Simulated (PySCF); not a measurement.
System: C7H12N (doublet).

```
atom    x (Å)    y (Å)    z (Å)
   C   4.3095  -0.7854  -0.6480
   C   2.9520  -0.6564  -0.1689
   C   1.8155  -0.5608   0.2587
   C   0.5311  -0.4534   0.7088
   N  -0.3361   0.5255   0.2542
   C  -1.7645   0.3035   0.2925
   C  -2.4788   1.6493   0.1983
   C  -2.2280  -0.6431  -0.8221
   H   4.4448  -1.7297  -1.1819
   H   5.0129  -0.7583   0.1870
   H   4.5445   0.0343  -1.3284
   H   0.1725  -1.0754   1.5133
   H  -0.0122   0.9982  -0.5802
   H  -1.9873  -0.1564   1.2631
   H  -2.1246   2.3171   0.9796
   H  -3.5515   1.5167   0.3107
   H  -2.2870   2.1128  -0.7675
   H  -2.0329  -0.2012  -1.7977
   H  -1.6915  -1.5876  -0.7575
   H  -3.2936  -0.8394  -0.7366
```

Geometry: GFN2-xTB.

All numbers below come from UKS B3LYP, pcH-1 on C H N, non-relativistic, mean-field spin-orbit, GIAO in PySCF 2.14.0, density-fitted response routines.

### Predict the electron density, electron localisation function and spin density between the atoms.

C–C (1.22 Å): ρ at the midpoint is about 2.6 e/Å³; the ELF peaks at about 0.90 between the atoms; a short, multiple covalent bond.
C–N (1.38 Å): ρ is about 2.1 e/Å³ halfway; the ELF peaks at about 0.90 between the atoms (localised, covalent bonding).
N–H (1.01 Å): ρ is about 2.5 e/Å³ halfway; the ELF climbs to about 1 towards the hydrogen, as it does in any bond to H (an ordinary covalent bond to hydrogen).
C–C (1.37 Å): ρ at the midpoint is about 2 e/Å³; the ELF peaks at about 0.95 between the atoms (localised, covalent bonding).
The unpaired spin (1 electron) lies mostly on C4 (about 0.4), C2 (about 0.3) and N5 (about 0.2), in electrons by Hirshfeld's partition.

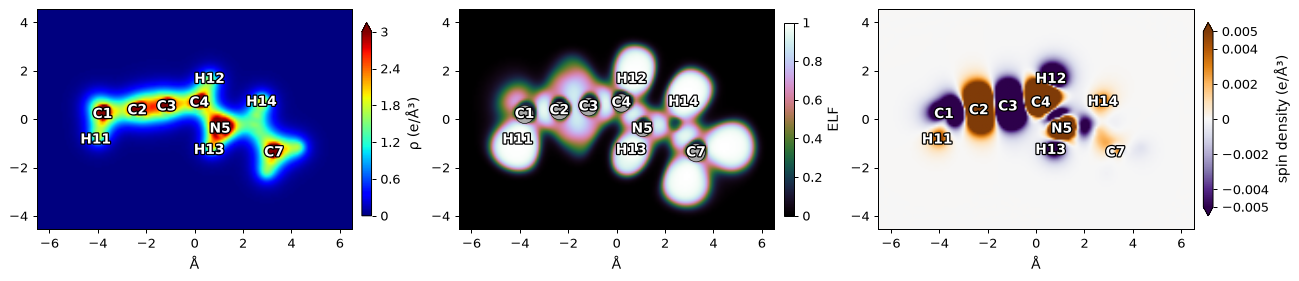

Computed electron density, electron localisation function and spin density on the plane of atoms C3, C4 and N5, in this order. Grey discs cover the atomic cores in the ELF map. 
